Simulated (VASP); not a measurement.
Band structure of MoS2 (2H layered). Level of theory: PBE GGA with D3 dispersion (zero damping), VASP's PBE PAW potentials (set 64) (plane waves; VASP).

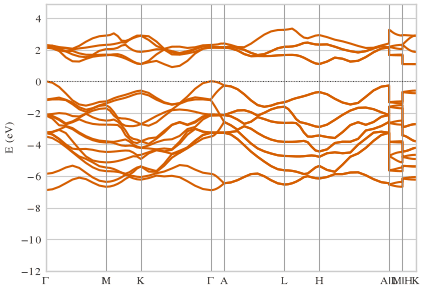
Fig. 1. Bands along high-symmetry lines, zero at the valence-band maximum or, without a gap, the Fermi level

Read the plot: is there a gap, and where are the band edges?

The gap is indirect, 0.90 eV, from the valence maximum at Γ to the conduction minimum at K-Γ at 0.44. (Edges off the drawn lines would not show.)

Measured: gap 1.29 eV (computed value off by -0.39 eV), as given by Wei Chen et al., Physical Review Materials (2018), doi:10.1103/physrevmaterials.2.073803.

The compound is MoS2 in the 2H layered structure. It was relaxed first.
